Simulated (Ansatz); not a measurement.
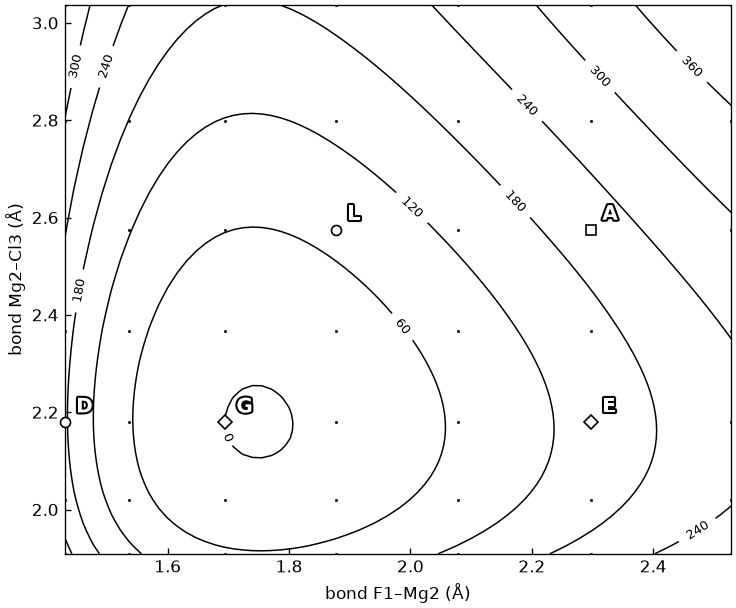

ClFMg, SMILES [F][Mg][Cl]. Two internal coordinates are moved rigidly from the geometry relaxed at PBE0-D4/def2-TZVP, all others fixed. First axis: bond F1–Mg2. Second axis: bond Mg2–Cl3. The grid has 7 × 7 points. Energies are in kJ/mol, from the lowest grid point. These are results of Ansatz, RHF-CCSD(T), frozen core/def2-TZVPP, not measurements.

Drawn: contour lines labelled in kJ/mol, dots at the grid points, lettered points. Between grid points the surface is interpolated.

Rank the lettered points by energy, lowest first.

G (0 kJ/mol), L (75 kJ/mol), E (142 kJ/mol), D (188 kJ/mol), A (210 kJ/mol).

What kind of point is each of A, E, G, L: minimum, saddle, maximum or slope?

A: on a slope; E: on a slope; G: minimum; L: on a slope. (In these two coordinates alone; a stationary point may lie a little off the grid point.)
